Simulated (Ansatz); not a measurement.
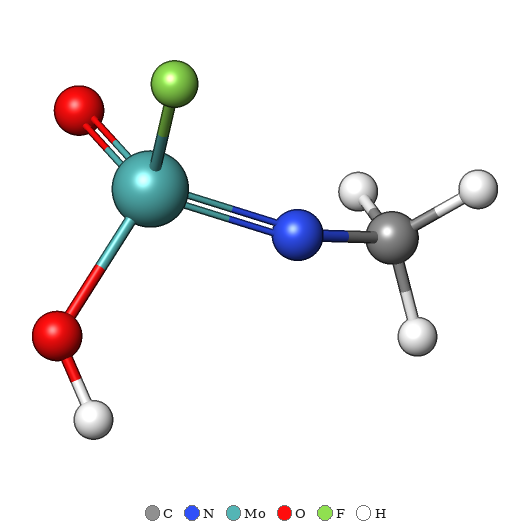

The species is neutral and a spin singlet. Harmonic vibrations computed with RKS PBE0-D4/def2-TZVP, core potentials on Mo (Ansatz 0.2.0) at a stationary point of the same level.

> Is this a minimum or a saddle point?

A minimum: no imaginary frequency, and the lowest mode lies at 107 cm⁻¹.

> List the wavenumbers.

24 modes: 107, 114, 125, 191, 235, 261, 330, 370, 402, 660, 678, 711, 754, 1040, 1101, 1106, 1340, 1431, 1464, 1466, 3016, 3091, 3099, 3903 cm⁻¹.
